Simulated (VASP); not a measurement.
Band structure of BeTe (zinc blende). Calculation: SCAN meta-GGA, VASP's PBE PAW potentials (set 64) (plane waves; VASP).

Unless said otherwise, spin-orbit coupling is left out, though it shifts the bands of the heavy elements here.

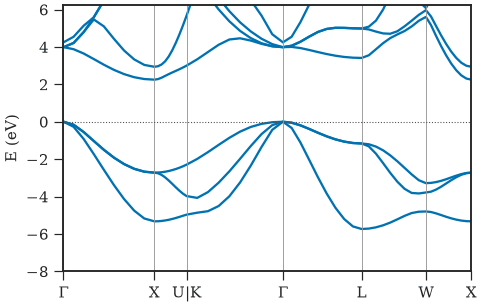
*Bands along high-symmetry lines, zero at the valence-band maximum or, without a gap, the Fermi level*

Read the plot: is there a gap, and where are the band edges?

The gap is indirect, 2.25 eV, from the valence maximum at Γ to the conduction minimum at X.

Measured: gap 2.80 eV (computed value off by -0.55 eV), as given by Das et al., (2018), arXiv:1807.05623.

The compound is BeTe in the zinc blende structure. It was relaxed first.
